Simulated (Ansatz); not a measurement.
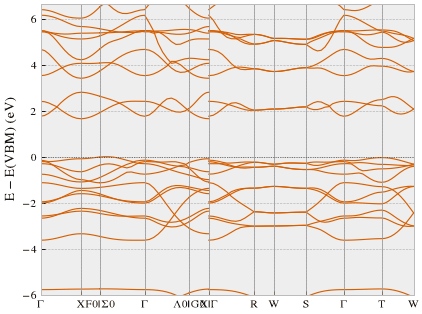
*Band structure from PBE (plane waves, PAW; program Ansatz)*

The gap is 1.65 eV; an edge lies off the plotted path or next to a special point (maximum off the standard path, minimum at X).

The material is SnSe$_{2}$ in space group Ibam (No. 72; Se on 8j, Sn on 4a).

The cell is a constructed one: a structure type filled with these elements; neither database checked (COD, Materials Project) lists it. COD files the formula under space group No. 164, 217, so this cell is another polymorph or a model. Its standing as an ambient phase is unchecked. The cell was relaxed with PBE under the symmetry of its start; whether a distortion lowers the energy is not shown. A crystal of weakly bound chains computed without a dispersion correction: the cell and the soft elastic constants depend strongly on that. Spin–orbit coupling is left out wherever it is not named.

Potentials: the later of the program's two PAW sets.
